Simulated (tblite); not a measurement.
# C7H9O2: frequency calculation

The run: frequency calculation of C7H9O2, multiplicity 2. Method and program: GFN2-xTB harmonic vibrations, gas phase (tblite 0.8.0).

It belongs to a series of runs on one base structure; here: H added to sp2 C.

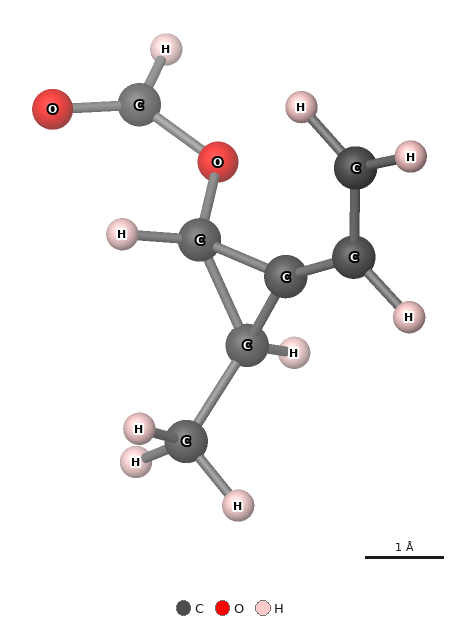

*The input geometry (ball-and-stick view, seen at a tilt).*

Bond lengths as drawn: C–C 1.36 to 1.52 Å, C–H 1.07 to 1.10 Å and C–O 1.20 to 1.43 Å.

## Summary

- outcome: converged
- total energy: −750.8125 eV
- zero-point energy: 87.3890 kcal/mol
- hardware: 1 CPU thread, shared host
- wall time: 0.52 s
- peak memory: 0.18 GiB

## Input
```
{"job": {"kind": "ir", "xc": "GFN2-xTB", "basis": "xTB"}, "charge": 0, "multiplicity": 2}
C      2.494753    -1.476410    -0.595533
C      2.053246    -0.274936    -0.105611
C      0.744507     0.110563    -0.085054
C     -0.270602     1.106080     0.252672
C     -0.424801     2.387640    -0.538412
C     -0.644493    -0.222655    -0.386867
O     -1.309473    -1.184667     0.427839
C     -2.336591    -1.820165    -0.095665
O     -2.781501    -1.698697    -1.199914
H      1.804543    -2.194149    -1.001162
H      3.538174    -1.730674    -0.591930
H      2.777797     0.428908     0.288162
H     -0.518811     1.211916     1.305807
H     -0.188636     2.214289    -1.585195
H      0.248964     3.149548    -0.152335
H     -1.445570     2.756729    -0.465554
H     -1.008965    -0.244113    -1.410535
H     -2.741300    -2.512889     0.662872
```

The first line tells a small driver script what to run in tblite; the rest is the geometry in Å.

Command:
```bash
OMP_NUM_THREADS=1 python <driver script> task.json out
```

## What the program printed
```
mode    cm-1     km/mol
  1      18.4      2.70
  2      76.8      0.31
  3     130.6      2.43
  4     142.0      2.13
  5     158.4      0.95
  6     195.9      1.40
  7     224.2      4.09
  8     283.8      7.45
  9     357.7     10.62
 10     403.9      0.38
 11     441.1     11.41
 12     512.8      1.14
 13     594.1      4.74
 14     722.4     10.63
 15     764.5      3.47
 16     769.2     21.34
 17     879.6     12.73
 18     897.8     18.62
 19     926.7      6.60
 20     941.6     15.56
 21     980.6     10.68
 22    1016.2      6.35
 23    1032.7     19.86
 24    1065.3      9.80
 25    1100.8      2.46
 26    1131.5     31.65
 27    1157.9      9.28
 28    1171.8    246.22
 29    1251.2      1.71
 30    1261.0      0.57
 31    1290.4      1.98
 32    1354.0     29.64
 33    1361.6      0.12
 34    1402.1      1.65
 35    1468.5      0.31
 36    1486.1      3.26
 37    1488.2      4.54
 38    1661.8      1.54
 39    1780.7    615.63
 40    2818.5     99.44
 41    2985.3      3.59
 42    2996.0     20.69
 43    3028.1     18.35
 44    3033.5     25.09
 45    3034.0     45.91
 46    3047.5     24.98
 47    3121.9      8.65
 48    3161.3     27.95
```

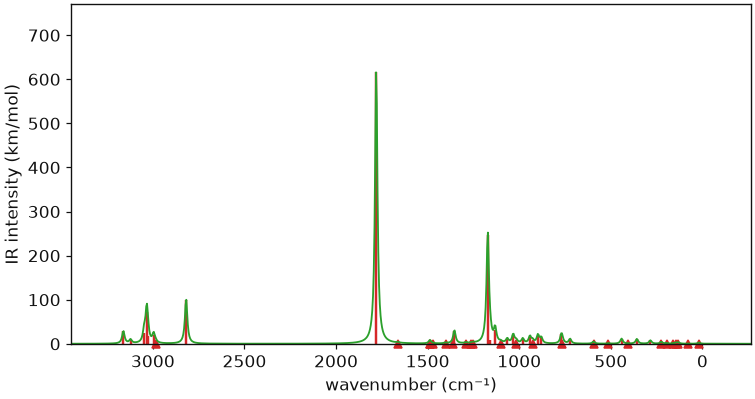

*Harmonic infrared spectrum, unscaled: sticks (degenerate modes added up, dark ones marked on the axis) with a Lorentzian envelope of 16 cm⁻¹ full width, scaled to the tallest stick.*

48 modes from 18 to 3161 cm⁻¹, none imaginary. The strongest line is at 1781 cm⁻¹ (616 km/mol).
